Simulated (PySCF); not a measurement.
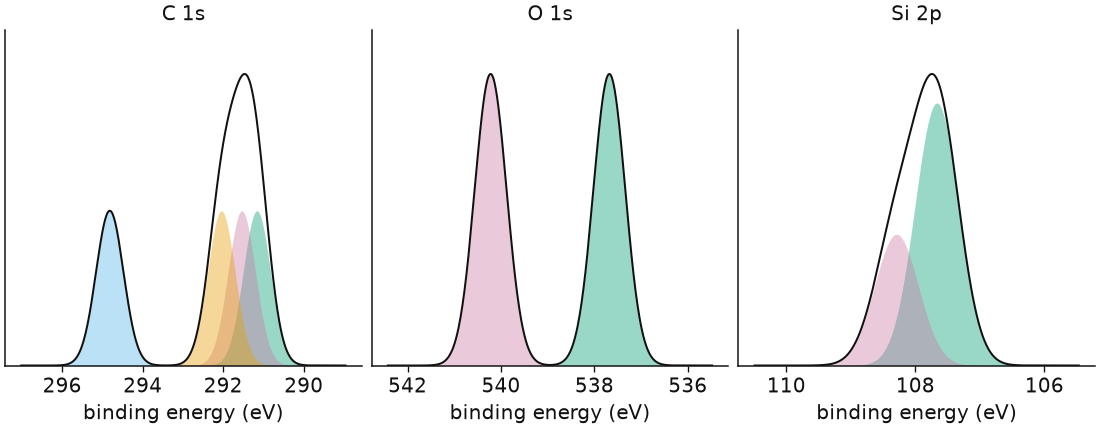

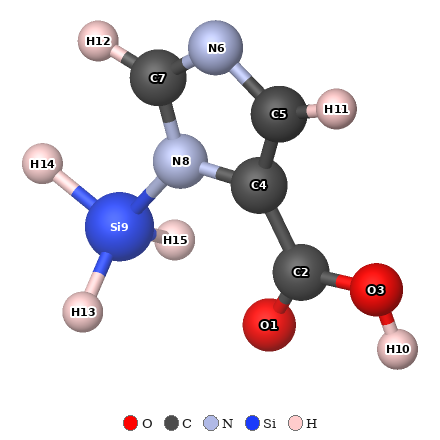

Simulated XPS of C₄H₆N₂O₂Si, SMILES O=C(O)c1cncn1[SiH3]. Vertical core-electron binding energies by ΔSCF (SCAN, pcX-2 on the ionised atom, pcseg-1 elsewhere, spin-free X2C; PySCF, at a PBE0-D3(BJ)/def2-SVP geometry (no frequency check)), gas phase, against the vacuum level. One atom of each kind was ionised; within a panel, areas follow the number of like atoms and 2j + 1 (2p levels are split by first-order spin-orbit coupling, an approximation), each panel is scaled alone, Gaussians of 0.8 eV full width. Only the regions named are shown. Lines closer than the width merge in the curve.

Assign the components.

| level | atoms | binding energy (eV) |
| --- | --- | --- |
| C 1s | C2 | 294.8 |
| C 1s | C7 | 292.0 |
| C 1s | C4 | 291.5 |
| C 1s | C5 | 291.2 |
| O 1s | O3 | 540.2 |
| O 1s | O1 | 537.7 |
| Si 2p1/2 | Si9 | 108.3 |
| Si 2p3/2 | Si9 | 107.7 |

How large is the chemical shift across the C 1s region?

3.7 eV, from C5 at 291.2 eV to C2 at 294.8 eV.

Caveats: one conformer of a flexible molecule.
